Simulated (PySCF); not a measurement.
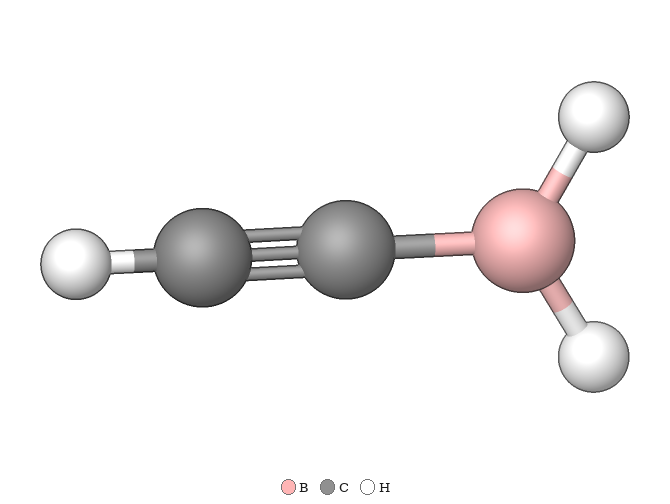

A ball-and-stick model of a molecule. Multiple sticks mark multiple bonds (one Kekulé form).

The geometry was computed by an optimisation with PBE0-D3(BJ)/def2-SVP. No frequency run is at hand to confirm it as a minimum.

Describe the molecule.

It has 6 atoms: 2 carbon, 3 hydrogen and 1 boron (C2H3B). Its SMILES string is `BC#C`. It has no ring. Among its groups: alkyne, B–H bond. The point group is C2v. All atoms lie on one plane. Coordination: 1 B trigonal planar; 2 C linear.

More results for the same structure follow; atom numbers are the same in all pictures, views and colours differ.

**Shape**

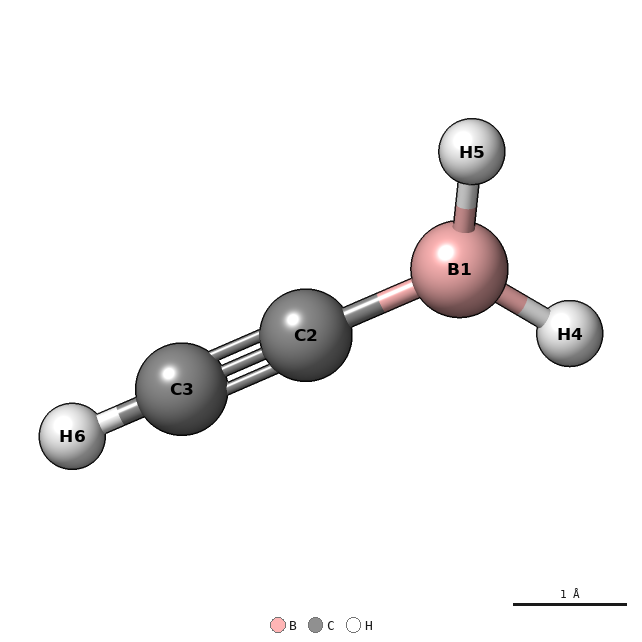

Atoms carry their numbers in the input. No frequency run is at hand to confirm it as a minimum.

What are the angles C2–B1–H4, H4–B1–H5, B1–C2–C3, C2–C3–H6?

```tsv
angle	degrees
C2–B1–H4	120.0
H4–B1–H5	120.0
B1–C2–C3	179.8
C2–C3–H6	179.8
```

**Electronic properties**

No frequency run is at hand to confirm it as a minimum. Method: PBE0/cc-pVTZ, gas phase (PySCF 2.14.0).

Computed properties:

- dipole moment: 1.02 D
- HOMO energy (Kohn–Sham orbital): −8.04 eV
- LUMO energy (Kohn–Sham orbital): −2.41 eV
- HOMO–LUMO gap: 5.64 eV

**Quadrupole coupling**

No frequency run is at hand to confirm it as a minimum. Electric field gradients from the ground-state density, PBE0/6-31G* (PySCF 2.14.0), non-relativistic apart from any core potentials.

Give the largest field-gradient component, the quadrupole coupling constant and the asymmetry for 11B at B1 (Q = 40.59 mb), 2H at H4 (Q = 2.86 mb), 2H at H6 (Q = 2.86 mb).

| atom | V_zz (a.u.) | e²qQ/h (MHz) | η |
| --- | --- | --- | --- |
| B1 | 0.529 | 5.04 | 0.10 |
| H4 | 0.197 | 0.132 | 0.12 |
| H6 | 0.319 | 0.214 | 0.05 |

**NMR shielding**

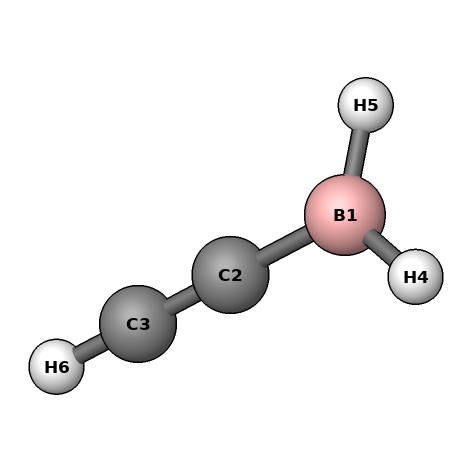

No frequency run is at hand to confirm it as a minimum. Method: GIAO PBE0/pcSseg-3 NMR shielding, non-relativistic, gas phase (PySCF 2.14.0). Principal shieldings σ11 ≤ σ22 ≤ σ33, span Ω = σ33 − σ11, skew κ = 3(σiso − σ22)/Ω.

Give the shielding tensors of the B atoms.

```tsv
atom	σ11	σ22	σ33	σiso	Ω	κ
B1	−49.4	−5.2	134.3	26.6	183.7	0.52
```

Shieldings and span in ppm.
